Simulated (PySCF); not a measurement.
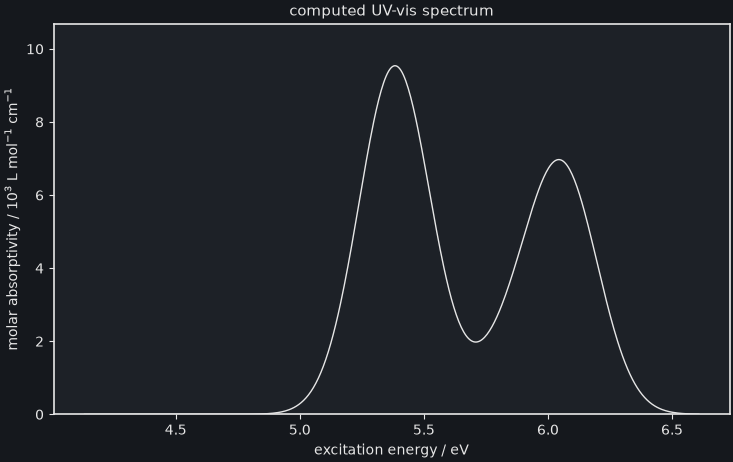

Computed absorption of C₅H₁₀P₂, SMILES CC1=CCP(P)C1. Vertical TDDFT excitations, PBE0/def2-SVPD in PySCF, at a GFN2-xTB geometry (no frequency check), gas phase. Only the first 6 singlet excitations are included; each is broadened by a Gaussian of 1/e half-width 0.20 eV.

Question: Where is the maximum of the broadened curve, and how high is it?

Answer: At about 5.4 eV (230 nm), with ε near 9500 L mol⁻¹ cm⁻¹.

Question: Where is the lowest singlet, and is it bright?

Answer: S1 lies at 5.33 eV (233 nm) with f = 0.030, mainly HOMO → LUMO+1 (50 %); it is weak.

Caveats: the tight-binding geometry is rougher than a DFT one and adds to the error; core orbitals are frozen in the response.
